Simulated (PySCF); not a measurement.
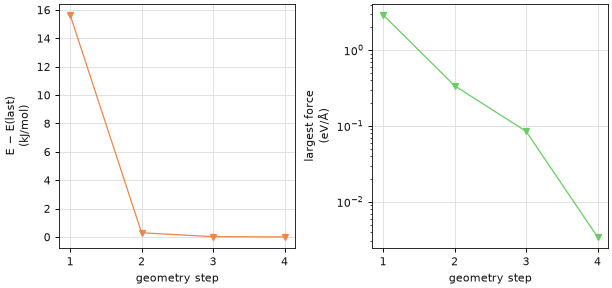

History of a geometry optimisation. Boron Monobromide; PBE0-D3(BJ)/def2-SVP, geometry optimisation in PySCF 2.14.0, density fitting.

The optimisation met its thresholds at geometry 4, counting the start as the first. The energy fell by about 16 kJ/mol from the first step to the last. The largest force goes from about 2.9 eV/Å at the start to 3 × 10⁻³ eV/Å at the end.
